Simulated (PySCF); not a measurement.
# CH₉BN₂Si: NMR shifts at several levels of theory, part 1 of 2

Aim: compute the NMR shifts of CH₉BN₂Si (`BN[Si@H](C)N`) at several levels, and see how far they spread and what each costs.

The runs use PySCF 2.14.0, with density-fitted response routines of our own; the level of theory stands in each step. All values are computed, except where a source is named. Atoms are numbered from 0 throughout.

### 1 The starting structure

14 atoms, charge 0, multiplicity 1; geometry from: GFN2-xTB. The atoms were then displaced at random by about 0.01 Å, so the start is not that level's minimum.

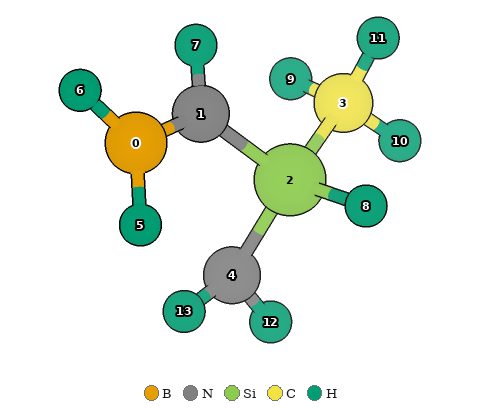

As it starts; boron amber, nitrogen grey, silicon green, carbon yellow, hydrogen teal, atoms numbered.

### 2 Relaxing the molecule at PBE0-D3(BJ)/def2-SVP

Job settings and geometry (Å):

```
{"job": {"xc": "PBE0", "basis": "def2-SVP", "d3": "d3bj", "grid": 1, "shake": 0.01, "kind": "geom"}, "charge": 0, "multiplicity": 1}
B      1.967720    -1.104950    -0.923640
N      0.723780    -1.006680    -0.265880
Si    -0.061180     0.389710     0.450030
C     -1.740650    -0.109890     1.029770
N     -0.226120     1.547030    -0.812180
H      2.581620    -0.097130    -1.039750
H      2.329410    -2.105870    -1.361740
H      0.221460    -1.854830    -0.183170
H      0.778340     0.820360     1.629580
H     -2.384780    -0.477270     0.220320
H     -2.299090     0.731180     1.481960
H     -1.726630    -0.890650     1.794220
H     -0.719350     2.435790    -0.623830
H      0.548290     1.708110    -1.403440
```

Run with:

```bash
$ OMP_NUM_THREADS=1 python probes_run.py task.json out
```

One launch serves the whole session: the jobs run in the order shown.

Standard output:

```text
step   0  E = -466.90158877  max force = 0.028990
step   1  E = -466.90618839  max force = 0.006690
step   2  E = -466.90668861  max force = 0.002041
step   3  E = -466.90682327  max force = 0.003359
step   4  E = -466.90691428  max force = 0.001322
step   5  E = -466.90694598  max force = 0.000509
step   6  E = -466.90697887  max force = 0.001080
step   7  E = -466.90702567  max force = 0.001960
step   8  E = -466.90723134  max force = 0.004058
step   9  E = -466.90737296  max force = 0.002080
step  10  E = -466.90757330  max force = 0.002721
step  11  E = -466.90775012  max force = 0.003597
step  12  E = -466.90801644  max force = 0.004153
step  13  E = -466.90836805  max force = 0.004301
step  14  E = -466.90888720  max force = 0.004869
step  15  E = -466.90939519  max force = 0.004959
step  16  E = -466.90980357  max force = 0.003781
step  17  E = -466.91001576  max force = 0.001681
step  18  E = -466.91005086  max force = 0.001071
step  19  E = -466.91006471  max force = 0.000463
step  20  E = -466.91007418  max force = 0.000264
optimisation converged
```

It took 1.7 min on 1 thread of Arm Neoverse V2, shared host; peak memory 0.49 GiB.

Along the way:

| step | energy from step 0 (eV) | largest force component (eV/Å) |
| --- | --- | --- |
| 0 | 0.0000 | 1.4907 |
| 1 | -0.1252 | 0.3440 |
| 2 | -0.1388 | 0.1050 |
| 3 | -0.1424 | 0.1727 |
| 4 | -0.1449 | 0.0680 |
| 5 | -0.1458 | 0.0262 |
| 6 | -0.1467 | 0.0555 |
| 7 | -0.1479 | 0.1008 |
| 8 | -0.1535 | 0.2087 |
| 9 | -0.1574 | 0.1070 |
| 10 | -0.1628 | 0.1399 |
| 11 | -0.1677 | 0.1850 |
| 12 | -0.1749 | 0.2136 |
| 13 | -0.1845 | 0.2212 |
| 14 | -0.1986 | 0.2504 |
| 15 | -0.2124 | 0.2550 |
| 16 | -0.2235 | 0.1944 |
| 17 | -0.2293 | 0.0864 |
| 18 | -0.2303 | 0.0551 |
| 19 | -0.2306 | 0.0238 |
| 20 | -0.2309 | 0.0136 |

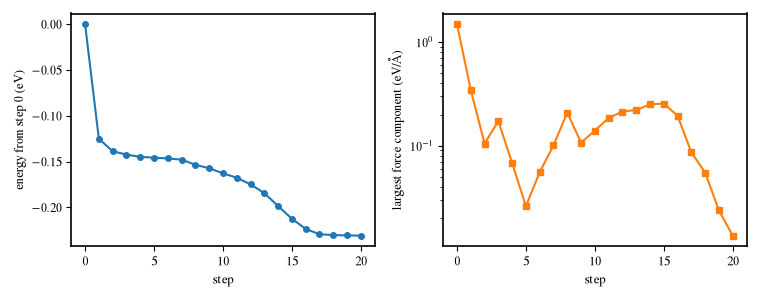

Energy and force, step by step.

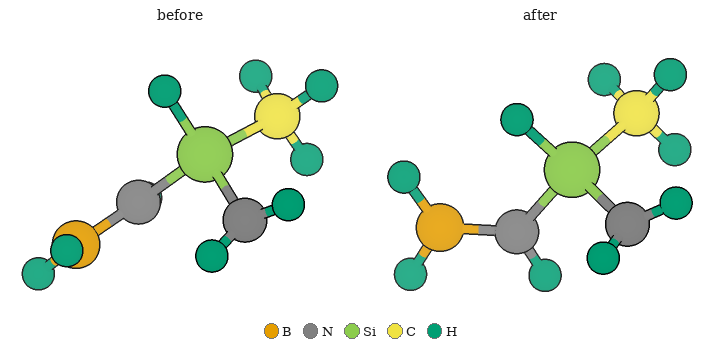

The geometry before (left) and after (right).

Close pairs (by a distance rule), those that changed most:

| bond | before (Å) | after (Å) | change (Å) |
| --- | --- | --- | --- |
| B0–H6 | 1.151 | 1.212 | +0.061 |
| N1–H7 | 0.989 | 1.017 | +0.028 |
| N4–H13 | 0.988 | 1.014 | +0.027 |
| B0–H5 | 1.186 | 1.212 | +0.026 |
| Si2–C3 | 1.846 | 1.870 | +0.024 |
| N4–H12 | 1.034 | 1.014 | -0.020 |
| Si2–H8 | 1.510 | 1.495 | -0.016 |
| B0–N1 | 1.411 | 1.399 | -0.011 |

The next job starts from the end point, and lists it.

| at the end point | value |
| --- | --- |
| point group (found at 0.08 Å tolerance) | C1 |
| rotational constants (GHz, main isotopes) | 5.688, 2.719, 2.087 |
| dipole moment (D) | 2.79 |

### 3 NMR shieldings: PBE0/6-31G*

Job settings and geometry (Å):

```
{"job": {"kind": "nmr", "xc": "PBE0", "basis": "6-31G*", "pop": true}, "charge": 0, "multiplicity": 1}
B      1.806231    -1.596734    -0.544266
N      0.651865    -0.835027    -0.756942
Si     0.022610     0.481999     0.232955
C     -1.532123    -0.004511     1.150700
N     -0.410233     1.755990    -0.855100
H      2.514726    -1.348452     0.406639
H      2.087463    -2.492665    -1.310954
H      0.089526    -1.066834    -1.572623
H      1.117902     0.779933     1.205400
H     -2.328680    -0.298452     0.449571
H     -1.908590     0.827662     1.767107
H     -1.331112    -0.853665     1.821546
H     -1.102387     2.438860    -0.568426
H      0.302454     2.191647    -1.430554
```

Method: GIAO PBE0/6-31G* NMR shielding, non-relativistic, gas phase.

Standard output:

```text
coarse grid: 11504 points
cycle   1  E = -467.0650597805  dE =  1.900e-01  |g| = 5.700e-01  |ddm| = 3.131e+00
cycle   2  E = -467.0304557503  dE =  3.460e-02  |g| = 6.917e-01  |ddm| = 1.015e+00
cycle   3  E = -467.1400581521  dE = -1.096e-01  |g| = 7.958e-02  |ddm| = 5.987e-01
cycle   4  E = -467.1415722135  dE = -1.514e-03  |g| = 2.450e-02  |ddm| = 8.320e-02
cycle   5  E = -467.1417072920  dE = -1.351e-04  |g| = 7.573e-03  |ddm| = 2.359e-02
cycle   6  E = -467.1417206114  dE = -1.332e-05  |g| = 1.962e-03  |ddm| = 7.732e-03
cycle   7  E = -467.1417214670  dE = -8.556e-07  |g| = 5.544e-04  |ddm| = 1.953e-03
final grid: 104680 points
cycle   8  E = -467.0920229230  dE = -1.386e-05  |g| = 8.675e-03  |ddm| = 1.552e-02
cycle   9  E = -467.0920106700  dE =  1.225e-05  |g| = 1.153e-02  |ddm| = 1.594e-02
cycle  10  E = -467.0920408115  dE = -3.014e-05  |g| = 1.037e-03  |ddm| = 8.902e-03
cycle  11  E = -467.0920410839  dE = -2.724e-07  |g| = 1.615e-04  |ddm| = 8.882e-04
cycle  12  E = -467.0920410891  dE = -5.162e-09  |g| = 7.320e-05  |ddm| = 1.924e-04
cycle  13  E = -467.0920410904  dE = -1.275e-09  |g| = 1.726e-05  |ddm| = 7.004e-05
cycle  14  E = -467.0920410904  dE = -6.628e-11  |g| = 6.171e-06  |ddm| = 2.026e-05
converged SCF energy = -467.0920410904

GIAO shielding tensors (ppm)
atom      isotropic    diamagn.    paramagn.     s11        s22        s33       span
  0 B       73.848     197.436    -123.587     41.998     49.211    130.336     88.338
  1 N      138.148     319.497    -181.350     34.310    152.255    227.878    193.568
  2 Si     412.848     882.119    -469.272    398.388    410.766    429.389     31.001
  3 C      193.600     252.819     -59.219    187.032    193.918    199.850     12.818
  4 N      246.324     320.401     -74.077    216.520    259.217    263.235     46.715
  5 H       26.445      30.957      -4.512     24.026     26.262     29.046      5.020
  6 H       26.511      29.380      -2.869     24.634     26.644     28.255      3.620
  7 H       27.525      30.094      -2.569     23.530     27.785     31.260      7.730
  8 H       26.475      31.301      -4.826     23.606     24.480     31.339      7.733
  9 H       31.712      30.502       1.210     27.845     29.676     37.615      9.769
 10 H       31.906      29.918       1.988     27.772     29.628     38.317     10.545
 11 H       31.846      30.328       1.519     27.808     29.208     38.523     10.715
 12 H       32.168      29.900       2.268     24.981     29.093     42.429     17.448
 13 H       32.090      29.702       2.388     24.990     28.210     43.070     18.080
```

Wall time 7.5 s (1 thread of Arm Neoverse V2, shared host); peak memory 0.54 GiB.

Shifts follow as δ = σ(reference) − σ, with reference shieldings (ppm) from runs at the same level and on the same kind of geometry: 1H TMS 31.96, 13C TMS 194.1, 29Si TMS 418.1, 15N NH3 259.4, 11B BF3·OEt2 112.3. The references are single molecules in the gas phase, so shifts against H2O, NH3, PH3, H3PO4 or CFCl3 are not on the usual liquid scales and can be off by tens of ppm. Atoms listed in one row are averaged.

| atoms | environment | σ (ppm) | δ (ppm) |
| --- | --- | --- | --- |
| C3 | methyl carbon bonded to Si | 193.6 | 0.5 |
| H8 | hydrogen on a silicon bonded to C, 2 N | 26.48 | 5.49 |
| H5, H6 | hydrogen on a boron bonded to N | 26.48 | 5.49 |
| H7 | hydrogen on a nitrogen bonded to B, Si | 27.53 | 4.44 |
| H9, H10, H11 | hydrogen on a methyl carbon bonded to Si | 31.82 | 0.14 |
| H12, H13 | hydrogen on a nitrogen bonded to Si | 32.13 | -0.17 |
| B0 | boron bonded to N, 2 H | 73.8 | 38.4 |
| N1 | nitrogen bonded to B, Si, H | 138.1 | 121.2 |
| N4 | nitrogen bonded to Si, 2 H | 246.3 | 13.1 |
| Si2 | silicon bonded to C, 2 N, H | 412.8 | 5.2 |

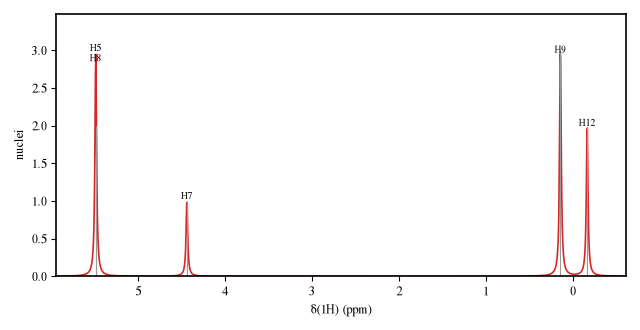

1H lines at the computed shifts, without couplings. Lines are broadened to a width of 0.02 ppm (Lorentzian).

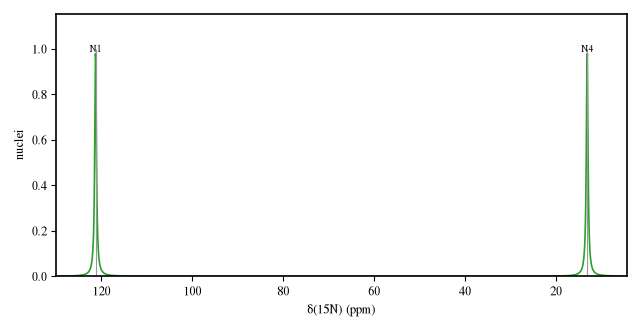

15N lines at the computed shifts, without couplings. Lines are broadened to a width of 0.43 ppm (Lorentzian).

Charges from the same density, by scheme (e):

| atoms | Mulliken | IAO | Hirshfeld | ESP fit |
| --- | --- | --- | --- | --- |
| B0 | 0.10 | 0.00 | 0.09 | 0.14 |
| N1 | -0.67 | -0.64 | -0.24 | -0.44 |
| Si2 | 0.81 | 1.14 | 0.39 | 0.83 |
| C3 | -0.78 | -0.73 | -0.20 | -0.77 |
| N4 | -0.93 | -0.84 | -0.32 | -1.08 |

Mulliken charges:

B0 0.10; N1 -0.67; Si2 0.81; C3 -0.78; N4 -0.93; H5 -0.03; H6 -0.04; H7 0.35; H8 -0.11; H9 0.20; H10 0.19; H11 0.20; H12 0.35; H13 0.35

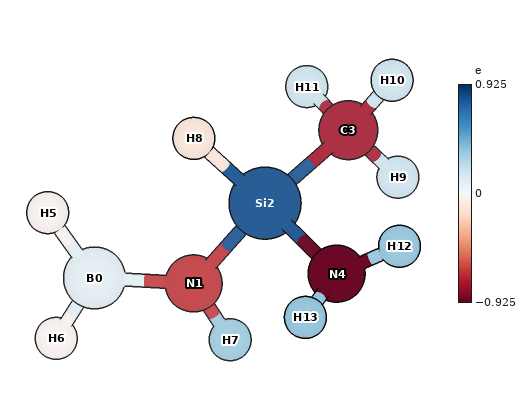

Mulliken charges, as colours on the atoms.

Mayer bond orders: B0–N1 1.38, N1–Si2 0.93, Si2–C3 0.96, Si2–N4 1.07.

### 4 Nuclear shieldings: PBE0/6-311+G(2d,p)

The job, as its differences from that of step 3:

```diff
@@ -1,2 +1,2 @@
-{"job": {"kind": "nmr", "xc": "PBE0", "basis": "6-31G*", "pop": true}, "charge": 0, "multiplicity": 1}
+{"job": {"kind": "nmr", "xc": "PBE0", "basis": "6-311+G(2d,p)", "pop": true}, "charge": 0, "multiplicity": 1}
 B      1.806231    -1.596734    -0.544266
```

Level: GIAO PBE0/6-311+G(2d,p) NMR shielding, non-relativistic, gas phase.

Standard output:

```text
coarse grid: 11504 points
cycle   1  E = -467.1231814698  dE =  1.709e-01  |g| = 5.909e-01  |ddm| = 2.882e+00
cycle   2  E = -467.0749390741  dE =  4.824e-02  |g| = 7.585e-01  |ddm| = 8.603e-01
cycle   3  E = -467.1994138889  dE = -1.245e-01  |g| = 8.816e-02  |ddm| = 5.070e-01
cycle   4  E = -467.2010924849  dE = -1.679e-03  |g| = 3.143e-02  |ddm| = 8.201e-02
cycle   5  E = -467.2013116723  dE = -2.192e-04  |g| = 8.213e-03  |ddm| = 2.365e-02
cycle   6  E = -467.2013259348  dE = -1.426e-05  |g| = 2.447e-03  |ddm| = 6.859e-03
cycle   7  E = -467.2013271631  dE = -1.228e-06  |g| = 6.765e-04  |ddm| = 2.027e-03
final grid: 104680 points
cycle   8  E = -467.1920385865  dE = -3.787e-05  |g| = 8.430e-03  |ddm| = 3.423e-02
cycle   9  E = -467.1920267348  dE =  1.185e-05  |g| = 1.128e-02  |ddm| = 1.194e-02
cycle  10  E = -467.1920537645  dE = -2.703e-05  |g| = 1.080e-03  |ddm| = 6.783e-03
cycle  11  E = -467.1920540334  dE = -2.688e-07  |g| = 2.582e-04  |ddm| = 8.506e-04
cycle  12  E = -467.1920540472  dE = -1.383e-08  |g| = 8.426e-05  |ddm| = 2.159e-04
cycle  13  E = -467.1920540488  dE = -1.649e-09  |g| = 2.305e-05  |ddm| = 7.827e-05
cycle  14  E = -467.1920540489  dE = -1.028e-10  |g| = 8.012e-06  |ddm| = 2.263e-05
converged SCF energy = -467.1920540489

GIAO shielding tensors (ppm)
atom      isotropic    diamagn.    paramagn.     s11        s22        s33       span
  0 B       61.263     193.301    -132.038     25.419     35.229    123.140     97.722
  1 N      117.998     320.917    -202.920     -0.586    134.423    220.156    220.741
  2 Si     348.603     878.415    -529.812    330.132    348.297    367.380     37.247
  3 C      186.056     248.541     -62.485    178.996    185.757    193.415     14.420
  4 N      237.385     320.183     -82.799    209.306    246.420    256.428     47.122
  5 H       26.171      29.492      -3.322     23.579     26.214     28.719      5.141
  6 H       26.175      29.302      -3.126     24.349     26.220     27.958      3.609
  7 H       26.935      33.267      -6.331     23.635     27.647     29.525      5.890
  8 H       25.989      29.210      -3.221     23.431     23.903     30.634      7.203
  9 H       31.285      30.918       0.367     27.877     29.170     36.809      8.933
 10 H       31.394      30.125       1.269     27.498     29.038     37.646     10.148
 11 H       31.367      30.413       0.955     27.660     28.806     37.636      9.975
 12 H       31.393      31.297       0.096     24.831     28.351     40.995     16.164
 13 H       31.241      31.815      -0.574     24.823     27.415     41.485     16.662
```

It took 20 s on 1 thread of Arm Neoverse V2, shared host; peak memory 0.91 GiB.

This run: δ C3 0.4, B0 41.2, N1 143.9, N4 24.5, H8 5.52, H5 5.34 ppm (means over like atoms).

### 5 Shielding tensors: PBE0/def2-SVP

The job, as its differences from that of step 4:

```diff
@@ -1,2 +1,2 @@
-{"job": {"kind": "nmr", "xc": "PBE0", "basis": "6-311+G(2d,p)", "pop": true}, "charge": 0, "multiplicity": 1}
+{"job": {"kind": "nmr", "xc": "PBE0", "basis": "def2-SVP", "pop": true}, "charge": 0, "multiplicity": 1}
 B      1.806231    -1.596734    -0.544266
```

With the program's defaults for keys left out, this is: GIAO PBE0/def2-SVP NMR shielding, non-relativistic, gas phase.

Standard output:

```text
coarse grid: 11504 points
cycle   1  E = -466.7781568211  dE =  1.567e-01  |g| = 5.471e-01  |ddm| = 3.518e+00
cycle   2  E = -466.7445527412  dE =  3.360e-02  |g| = 6.721e-01  |ddm| = 1.059e+00
cycle   3  E = -466.8473541579  dE = -1.028e-01  |g| = 7.572e-02  |ddm| = 6.164e-01
cycle   4  E = -466.8487308333  dE = -1.377e-03  |g| = 2.561e-02  |ddm| = 8.678e-02
cycle   5  E = -466.8488790435  dE = -1.482e-04  |g| = 7.681e-03  |ddm| = 2.535e-02
cycle   6  E = -466.8488926351  dE = -1.359e-05  |g| = 2.000e-03  |ddm| = 8.405e-03
cycle   7  E = -466.8488935343  dE = -8.992e-07  |g| = 5.514e-04  |ddm| = 2.063e-03
final grid: 104680 points
cycle   8  E = -466.9006605518  dE = -1.673e-05  |g| = 8.162e-03  |ddm| = 1.874e-02
cycle   9  E = -466.9006488952  dE =  1.166e-05  |g| = 1.095e-02  |ddm| = 1.573e-02
cycle  10  E = -466.9006761741  dE = -2.728e-05  |g| = 9.935e-04  |ddm| = 8.955e-03
cycle  11  E = -466.9006764222  dE = -2.481e-07  |g| = 1.508e-04  |ddm| = 9.027e-04
cycle  12  E = -466.9006764269  dE = -4.658e-09  |g| = 6.706e-05  |ddm| = 1.988e-04
cycle  13  E = -466.9006764280  dE = -1.109e-09  |g| = 1.517e-05  |ddm| = 6.890e-05
cycle  14  E = -466.9006764280  dE = -5.093e-11  |g| = 5.221e-06  |ddm| = 1.927e-05
converged SCF energy = -466.9006764280

GIAO shielding tensors (ppm)
atom      isotropic    diamagn.    paramagn.     s11        s22        s33       span
  0 B       70.545     199.645    -129.100     36.070     44.920    130.644     94.573
  1 N      134.262     311.504    -177.242     23.322    147.958    231.505    208.183
  2 Si     422.360     882.916    -460.557    406.394    420.613    440.073     33.679
  3 C      193.694     249.716     -56.023    187.490    194.073    199.519     12.029
  4 N      250.024     311.154     -61.130    220.657    262.021    267.394     46.737
  5 H       25.993      31.558      -5.565     23.323     26.076     28.581      5.258
  6 H       26.060      29.521      -3.460     24.019     26.278     27.885      3.866
  7 H       26.610      30.576      -3.966     22.598     27.074     30.157      7.559
  8 H       26.123      31.702      -5.578     23.252     24.069     31.048      7.796
  9 H       31.134      30.613       0.520     27.521     28.785     37.094      9.573
 10 H       31.292      29.799       1.492     27.296     28.800     37.779     10.483
 11 H       31.279      30.501       0.778     27.460     28.441     37.936     10.476
 12 H       31.337      30.355       0.982     24.160     28.217     41.634     17.474
 13 H       31.190      30.261       0.929     24.080     27.288     42.202     18.122
```

Wall time 9.3 s (1 thread of Arm Neoverse V2, shared host); peak memory 0.64 GiB.

This run: δ C3 0.0, B0 40.1, N1 135.6, N4 19.8, H5 5.32, H8 5.22 ppm (means over like atoms).

### 6 Nuclear shieldings: PBE0/def2-TZVP

The job, as its differences from that of step 5:

```diff
@@ -1,2 +1,2 @@
-{"job": {"kind": "nmr", "xc": "PBE0", "basis": "def2-SVP", "pop": true}, "charge": 0, "multiplicity": 1}
+{"job": {"kind": "nmr", "xc": "PBE0", "basis": "def2-TZVP", "pop": true}, "charge": 0, "multiplicity": 1}
 B      1.806231    -1.596734    -0.544266
```

With the program's defaults for keys left out, this is: GIAO PBE0/def2-TZVP NMR shielding, non-relativistic, gas phase.

Standard output:

```text
coarse grid: 11504 points
cycle   1  E = -467.1413404198  dE =  1.666e-01  |g| = 5.942e-01  |ddm| = 2.553e+00
cycle   2  E = -467.0940895105  dE =  4.725e-02  |g| = 7.602e-01  |ddm| = 9.316e-01
cycle   3  E = -467.2188343320  dE = -1.247e-01  |g| = 8.561e-02  |ddm| = 5.645e-01
cycle   4  E = -467.2204226992  dE = -1.588e-03  |g| = 3.153e-02  |ddm| = 7.401e-02
cycle   5  E = -467.2206404270  dE = -2.177e-04  |g| = 8.383e-03  |ddm| = 2.087e-02
cycle   6  E = -467.2206554714  dE = -1.504e-05  |g| = 2.370e-03  |ddm| = 6.846e-03
cycle   7  E = -467.2206566274  dE = -1.156e-06  |g| = 6.658e-04  |ddm| = 1.907e-03
final grid: 104680 points
cycle   8  E = -467.2083012684  dE = -4.375e-05  |g| = 8.832e-03  |ddm| = 4.230e-02
cycle   9  E = -467.2082884074  dE =  1.286e-05  |g| = 1.179e-02  |ddm| = 1.254e-02
cycle  10  E = -467.2083175986  dE = -2.919e-05  |g| = 1.100e-03  |ddm| = 7.142e-03
cycle  11  E = -467.2083178747  dE = -2.761e-07  |g| = 2.713e-04  |ddm| = 7.884e-04
cycle  12  E = -467.2083178899  dE = -1.522e-08  |g| = 8.952e-05  |ddm| = 2.018e-04
cycle  13  E = -467.2083178918  dE = -1.829e-09  |g| = 2.282e-05  |ddm| = 7.510e-05
cycle  14  E = -467.2083178919  dE = -1.037e-10  |g| = 7.690e-06  |ddm| = 2.068e-05
converged SCF energy = -467.2083178919

GIAO shielding tensors (ppm)
atom      isotropic    diamagn.    paramagn.     s11        s22        s33       span
  0 B       60.843     198.668    -137.826     23.911     34.892    123.724     99.812
  1 N      117.853     304.551    -186.697     -1.196    134.676    220.080    221.276
  2 Si     337.423     875.104    -537.681    318.279    337.015    356.974     38.696
  3 C      186.673     246.851     -60.178    179.767    186.774    193.476     13.709
  4 N      239.377     312.353     -72.976    209.796    248.068    260.266     50.470
  5 H       26.101      30.911      -4.811     23.467     26.194     28.640      5.173
  6 H       26.120      29.474      -3.354     24.220     26.190     27.950      3.730
  7 H       26.928      30.132      -3.204     23.733     27.623     29.427      5.694
  8 H       25.978      31.154      -5.177     23.495     23.967     30.471      6.976
  9 H       31.304      29.864       1.440     27.972     29.195     36.745      8.772
 10 H       31.383      29.468       1.915     27.561     29.036     37.553      9.992
 11 H       31.360      29.625       1.734     27.737     28.738     37.604      9.867
 12 H       31.317      30.037       1.280     24.688     28.275     40.988     16.300
 13 H       31.254      29.956       1.298     24.829     27.399     41.535     16.706
```

Run time: 23 s. Hardware: 1 thread of Arm Neoverse V2, shared host; peak memory 1.1 GiB.

In short: δ C3 0.0, B0 41.8, N1 148.1, N4 26.6, H8 5.50, H5 5.37 ppm (means over like atoms).

(Continued in part 2 of 2.)
